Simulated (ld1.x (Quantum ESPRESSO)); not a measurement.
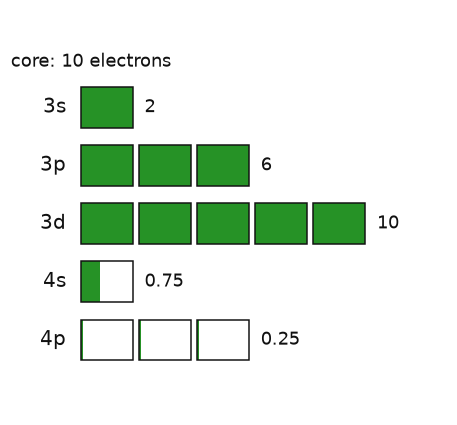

Figure 1. The valence shells of the reference configuration: a box for each of the 2l + 1 orbitals, shaded by the share of the shell that is filled, with the electron count at the right.

Cu: pseudopotential generation (part 1 of 2)

System: copper (Cu, Z = 29), core [Ne], reference valence 3s2 3p6 3d10 4s0.75 4p0.25, valence charge 19.
Method: TM semilocal potential, PBE, scalar-relativistic, made with ld1.x (Quantum ESPRESSO) 7.5.

Input:
```
 &input
   title='Cu', zed=29., rel=1, dft='PBE', iswitch=3,
   config='[Ar] 3d10 4s0.75 4p0.25',
   nld=3, rlderiv=1.70, eminld=-10.0, emaxld=5.0, deld=0.04
 /
 &inputp
   pseudotype=1, tm=.true., lloc=0,
   nlcc=.true., rcore=0.65,
   file_pseudopw='Cu.pp', file_wfcaegen='ae.wfc', file_wfcncgen='nc.wfc'
 /
3
3P  2  1   6.00   0.00  0.75  0.75  0.0
3D  3  2  10.00   0.00  1.55  1.55  0.0
3S  1  0   2.00   0.00  0.95  0.95  0.0
 &test
   configts(1)='3s2 3p6 3d10 4s0.75 4p0.25'
 /
```

Input of the test run:
```
 &input
   title='Cu', zed=29., rel=1, dft='PBE', iswitch=2,
   config='[Ar] 3d10 4s0.75 4p0.25'
 /
 &test
   file_pseudo='Cu.pp', nconf=8,
   configts(1)='3s2 3p6 3d10 4s0.75 4p0.25',
   configts(2)='3s2 3p6 3d10 4s1 4p0',
   configts(3)='3s2 3p6 3d10 4s0 4p0',
   configts(4)='3s2 3p6 3d9 4s0 4p0',
   configts(5)='3s2 3p6 3d9 4s1 4p1',
   configts(6)='3s2 3p6 3d10 4s0.5 4p0',
   configts(7)='3s2 3p6 3d7 4s0 4p0',
   configts(8)='3s2 3p6 3d9 4s1 4p0'
 /
```

Command:
```bash
ld1.x < Cu.in > Cu.out
```

The program's output:
```
     Program LD1 v.7.5
     --------------------------- All-electron run ----------------------------

     Cu
     scalar relativistic calculation

     atomic number is 29.00
     dft =PBE   lsd =0 sic =0 latt =0  beta=0.20 tr2=1.0E-14
     Exchange-correlation= PBE
                           (   1   4   3   4   0   0   0)
     mesh =1199 r(mesh) = 100.25372 a.u. xmin = -7.00 dx = 0.01250
     1 Ry =  13.60569312 eV, c = 137.03599908

     n l     nl                  e(Ry)          e(Ha)          e(eV)
     1 0     1S 1( 2.00)      -650.5930      -325.2965     -8851.7693
     2 0     2S 1( 2.00)       -78.1316       -39.0658     -1063.0344
     2 1     2P 1( 6.00)       -67.4379       -33.7190      -917.5399
     3 0     3S 1( 2.00)        -8.4746        -4.2373      -115.3033
     3 1     3P 1( 6.00)        -5.3469        -2.6734       -72.7481
     3 2     3D 1(10.00)        -0.4144        -0.2072        -5.6376
     4 0     4S 1( 0.75)        -0.3704        -0.1852        -5.0395
     4 1     4P 1( 0.25)        -0.0751        -0.0376        -1.0220

     final scf error:  3.7E-15 reached in  33 iterations

     Etot =   -3309.628883 Ry,   -1654.814441 Ha,  -45029.794933 eV

     Ekin =    3358.860207 Ry,    1679.430103 Ha,   45699.621218 eV
     Encl =   -7967.945356 Ry,   -3983.972678 Ha, -108409.419333 eV
     Eh   =    1434.495687 Ry,     717.247844 Ha,   19517.308108 eV
     Exc  =    -135.039421 Ry,     -67.519711 Ha,   -1837.304925 eV

     normalization and overlap integrals

     s(1S/1S) =  1.000000  <r> =   0.0521  <r2> =    0.0037  r(max) =   0.0341
     s(2S/2S) =  1.000000  <r> =   0.2352  <r2> =    0.0653  r(max) =   0.1960
     s(2P/2P) =  1.000000  <r> =   0.2064  <r2> =    0.0523  r(max) =   0.1585
     s(3S/3S) =  1.000000  <r> =   0.7120  <r2> =    0.5865  r(max) =   0.6112
     s(3P/3P) =  1.000000  <r> =   0.7496  <r2> =    0.6653  r(max) =   0.6189
     s(3D/3D) =  1.000000  <r> =   1.0423  <r2> =    1.5515  r(max) =   0.6036
     s(4S/4S) =  1.000000  <r> =   2.8995  <r2> =    9.9486  r(max) =   2.2428
     s(4P/4P) =  1.000000  <r> =   5.1346  <r2> =   32.9081  r(max) =   3.5616

     ------------------------ End of All-electron run ------------------------

     --------------------- Generating NC pseudopotential ---------------------

      Generating local pot.: lloc=0, matching radius rcloc =   0.9500

      Computing core charge for nlcc:

       r > 0.65 : true rho core
       r < 0.65 : rho core = a sin(br)/r    a=   0.96  b=   4.36

      Integrated core pseudo-charge :   1.15

      Wfc   3P  rcut= 0.747  Using Troullier-Martins method

      Wfc   3D  rcut= 1.541  Using Troullier-Martins method

     ------------------- End of pseudopotential generation -------------------

     --------------------------- All-electron run ----------------------------

     Cu
     scalar relativistic calculation

     atomic number is 29.00
     dft =PBE   lsd =0 sic =0 latt =0  beta=0.20 tr2=1.0E-14
     Exchange-correlation= PBE
                           (   1   4   3   4   0   0   0)
     mesh =1199 r(mesh) = 100.25372 a.u. xmin = -7.00 dx = 0.01250
     1 Ry =  13.60569312 eV, c = 137.03599908

     n l     nl                  e(Ry)          e(Ha)          e(eV)
     1 0     1S 1( 2.00)      -650.5930      -325.2965     -8851.7693
     2 0     2S 1( 2.00)       -78.1316       -39.0658     -1063.0344
     2 1     2P 1( 6.00)       -67.4379       -33.7190      -917.5399
     3 0     3S 1( 2.00)        -8.4746        -4.2373      -115.3033
     3 1     3P 1( 6.00)        -5.3469        -2.6734       -72.7481
     3 2     3D 1(10.00)        -0.4144        -0.2072        -5.6376
     4 0     4S 1( 0.75)        -0.3704        -0.1852        -5.0395
     4 1     4P 1( 0.25)        -0.0751        -0.0376        -1.0220

     final scf error:  3.7E-15 reached in  33 iterations

     Etot =   -3309.628883 Ry,   -1654.814441 Ha,  -45029.794933 eV

     Ekin =    3358.860207 Ry,    1679.430103 Ha,   45699.621218 eV
     Encl =   -7967.945356 Ry,   -3983.972678 Ha, -108409.419333 eV
     Eh   =    1434.495687 Ry,     717.247844 Ha,   19517.308108 eV
     Exc  =    -135.039421 Ry,     -67.519711 Ha,   -1837.304925 eV

     normalization and overlap integrals

     s(1S/1S) =  1.000000  <r> =   0.0521  <r2> =    0.0037  r(max) =   0.0341
     s(2S/2S) =  1.000000  <r> =   0.2352  <r2> =    0.0653  r(max) =   0.1960
     s(2P/2P) =  1.000000  <r> =   0.2064  <r2> =    0.0523  r(max) =   0.1585
     s(3S/3S) =  1.000000  <r> =   0.7120  <r2> =    0.5865  r(max) =   0.6112
     s(3P/3P) =  1.000000  <r> =   0.7496  <r2> =    0.6653  r(max) =   0.6189
     s(3D/3D) =  1.000000  <r> =   1.0423  <r2> =    1.5515  r(max) =   0.6036
     s(4S/4S) =  1.000000  <r> =   2.8995  <r2> =    9.9486  r(max) =   2.2428
     s(4P/4P) =  1.000000  <r> =   5.1346  <r2> =   32.9081  r(max) =   3.5616

     ------------------------ End of All-electron run ------------------------

     Computing logarithmic derivative in   1.69295
     Computing logarithmic derivative in   1.69295
     Computing the partial wave expansion
       no projector for channel:   0
     R is outside the sphere for l=    1 j= 0.00
     R is outside the sphere for l=    2 j= 0.00

     ---------------------- Testing the pseudopotential ----------------------

     Cu
     scalar relativistic calculation

     atomic number is 29.00   valence charge is 19.00
     dft =PBE   lsd =0 sic =0 latt =0  beta=0.20 tr2=1.0E-14
     mesh =1199 r(mesh) = 100.25372 xmin = -7.00 dx = 0.01250

     n l     nl             e AE (Ry)        e PS (Ry)    De AE-PS (Ry)
     1 0     3S   1( 2.00)       -8.47464       -8.47468        0.00004
     2 1     3P   1( 6.00)       -5.34689       -5.34710        0.00021
     3 2     3D   1(10.00)       -0.41436       -0.41436        0.00000
     2 0     4S   1( 0.75)       -0.37040       -0.39139        0.02099  !
     3 1     4P   1( 0.25)       -0.07512       -0.07532        0.00021

     eps = 9.3E-15  iter = 22

     Etot =   -3309.628883 Ry,   -1654.814441 Ha,  -45029.794933 eV
     Etotps =  -382.907412 Ry,    -191.453706 Ha,   -5209.720743 eV

     Ekin =     159.191086 Ry,      79.595543 Ha,    2165.905071 eV
     Encl =    -825.267869 Ry,    -412.633934 Ha,  -11228.341365 eV
     Ehrt =     339.839549 Ry,     169.919775 Ha,    4623.752621 eV
     Ecxc =     -37.762604 Ry,     -18.881302 Ha,    -513.786401 eV
     (Ecc =      -0.406947 Ry,      -0.203474 Ha,      -5.536798 eV)
     Epseu=     -18.907575 Ry,      -9.453788 Ha,    -257.250668 eV

     ---------------------- End of pseudopotential test ----------------------
```

Output of the test run (extracts):
```
     ---------------------- Testing the pseudopotential ----------------------

     Cu
     scalar relativistic calculation

     atomic number is 29.00   valence charge is 19.00
     dft =PBE   lsd =0 sic =0 latt =0  beta=0.20 tr2=1.0E-14
     mesh =1199 r(mesh) = 100.25372 xmin = -7.00 dx = 0.01250

     n l     nl             e AE (Ry)        e PS (Ry)    De AE-PS (Ry)
     1 0     3S   1( 2.00)       -8.47464       -8.47468        0.00004
     2 1     3P   1( 6.00)       -5.34689       -5.34710        0.00021
     3 2     3D   1(10.00)       -0.41436       -0.41436        0.00000
     2 0     4S   1( 0.75)       -0.37040       -0.39139        0.02099  !
     3 1     4P   1( 0.25)       -0.07512       -0.07532        0.00021

     eps = 7.7E-15  iter = 28

     Etot =   -3309.628883 Ry,   -1654.814441 Ha,  -45029.794933 eV
     Etotps =  -382.907413 Ry,    -191.453706 Ha,   -5209.720750 eV

     Ekin =     199.446582 Ry,      99.723291 Ha,    2713.608988 eV
     Encl =    -825.267868 Ry,    -412.633934 Ha,  -11228.341362 eV
     Ehrt =     339.839549 Ry,     169.919775 Ha,    4623.752618 eV
     Ecxc =     -37.762604 Ry,     -18.881302 Ha,    -513.786401 eV
     (Ecc =      -0.406947 Ry,      -0.203474 Ha,      -5.536798 eV)
     Epseu=     -59.163071 Ry,     -29.581536 Ha,    -804.954593 eV

     ---------------------- End of pseudopotential test ----------------------

     ---------------------- Testing the pseudopotential ----------------------

     Cu
     scalar relativistic calculation

     atomic number is 29.00   valence charge is 19.00
     dft =PBE   lsd =0 sic =0 latt =0  beta=0.20 tr2=1.0E-14
     mesh =1199 r(mesh) = 100.25372 xmin = -7.00 dx = 0.01250

     n l     nl             e AE (Ry)        e PS (Ry)    De AE-PS (Ry)
     1 0     3S   1( 2.00)       -8.43051       -8.42797       -0.00254
     2 1     3P   1( 6.00)       -5.30241       -5.30006       -0.00235
     3 2     3D   1(10.00)       -0.37027       -0.36756       -0.00271
     2 0     4S   1( 1.00)       -0.33878       -0.35740        0.01862  !
     3 1     4P   1( 0.00)       -0.05121       -0.05477        0.00356

     eps = 7.7E-15  iter = 34

     Etot =   -3309.701531 Ry,   -1654.850765 Ha,  -45030.783357 eV
     Etotps =  -382.984787 Ry,    -191.492393 Ha,   -5210.773480 eV
     dEtot_ae =      -0.072648 Ry
     dEtot_ps =      -0.077374 Ry,   Delta E=       0.004726 Ry

     Ekin =     199.242529 Ry,      99.621265 Ha,    2710.832708 eV
     Encl =    -826.087407 Ry,    -413.043704 Ha,  -11239.491755 eV
     Ehrt =     340.723483 Ry,     170.361742 Ha,    4635.779153 eV
     Ecxc =     -37.793038 Ry,     -18.896519 Ha,    -514.200482 eV
     (Ecc =      -0.406947 Ry,      -0.203474 Ha,      -5.536798 eV)
     Epseu=     -59.070354 Ry,     -29.535177 Ha,    -803.693105 eV

     ---------------------- End of pseudopotential test ----------------------

     ---------------------- Testing the pseudopotential ----------------------

     Cu
     scalar relativistic calculation

     atomic number is 29.00   valence charge is 19.00
     dft =PBE   lsd =0 sic =0 latt =0  beta=0.20 tr2=1.0E-14
     mesh =1199 r(mesh) = 100.25372 xmin = -7.00 dx = 0.01250

     n l     nl             e AE (Ry)        e PS (Ry)    De AE-PS (Ry)
     1 0     3S   1( 2.00)       -9.06400       -9.08278        0.01878  !
     2 1     3P   1( 6.00)       -5.93825       -5.95690        0.01865  !
     3 2     3D   1(10.00)       -1.00387       -1.02330        0.01942  !
     2 0     4S   1( 0.00)       -0.87409       -0.91998        0.04589  !
     3 1     4P   1( 0.00)       -0.48142       -0.50578        0.02436  !

     eps = 6.2E-15  iter = 25

     Etot =   -3309.102669 Ry,   -1654.551334 Ha,  -45022.635421 eV
     Etotps =  -382.353795 Ry,    -191.176898 Ha,   -5202.188402 eV
     dEtot_ae =       0.526214 Ry
     dEtot_ps =       0.553617 Ry,   Delta E=      -0.027403 Ry

     Ekin =     200.203122 Ry,     100.101561 Ha,    2723.902245 eV
     Encl =    -814.067586 Ry,    -407.033793 Ha,  -11075.953763 eV
     Ehrt =     328.580724 Ry,     164.290362 Ha,    4470.568493 eV
     Ecxc =     -37.445145 Ry,     -18.722573 Ha,    -509.467155 eV
     (Ecc =      -0.406947 Ry,      -0.203474 Ha,      -5.536798 eV)
     Epseu=     -59.624910 Ry,     -29.812455 Ha,    -811.238221 eV

     ---------------------- End of pseudopotential test ----------------------

     ---------------------- Testing the pseudopotential ----------------------

     Cu
     scalar relativistic calculation

     atomic number is 29.00   valence charge is 19.00
     dft =PBE   lsd =0 sic =0 latt =0  beta=0.20 tr2=1.0E-14
     mesh =1199 r(mesh) = 100.25372 xmin = -7.00 dx = 0.01250

     n l     nl             e AE (Ry)        e PS (Ry)    De AE-PS (Ry)
     1 0     3S   1( 2.00)      -10.31083      -10.35308        0.04225  !
     2 1     3P   1( 6.00)       -7.17487       -7.21641        0.04154  !
     3 2     3D   1( 9.00)       -2.17762       -2.21132        0.03370  !
     2 0     4S   1( 0.00)       -1.64243       -1.71499        0.07257  !
     3 1     4P   1( 0.00)       -1.12816       -1.16497        0.03681  !

     eps = 2.5E-15  iter = 24

     Etot =   -3307.534761 Ry,   -1653.767381 Ha,  -45001.302955 eV
     Etotps =  -380.759107 Ry,    -190.379553 Ha,   -5180.491560 eV
     dEtot_ae =       2.094122 Ry
     dEtot_ps =       2.148306 Ry,   Delta E=      -0.054184 Ry

     Ekin =     196.929211 Ry,      98.464605 Ha,    2679.358410 eV
     Encl =    -789.125213 Ry,    -394.562607 Ha,  -10736.595488 eV
     Ehrt =     306.892361 Ry,     153.446181 Ha,    4175.483288 eV
     Ecxc =     -36.304326 Ry,     -18.152163 Ha,    -493.945517 eV
     (Ecc =      -0.406947 Ry,      -0.203474 Ha,      -5.536798 eV)
     Epseu=     -59.151140 Ry,     -29.575570 Ha,    -804.792252 eV

     ---------------------- End of pseudopotential test ----------------------
```

(Continued in part 2.) Outcome of the run: generated; the pseudo-atom misses its reference levels by up to 0.29 eV (4s, which has no pseudo-wave of its own).
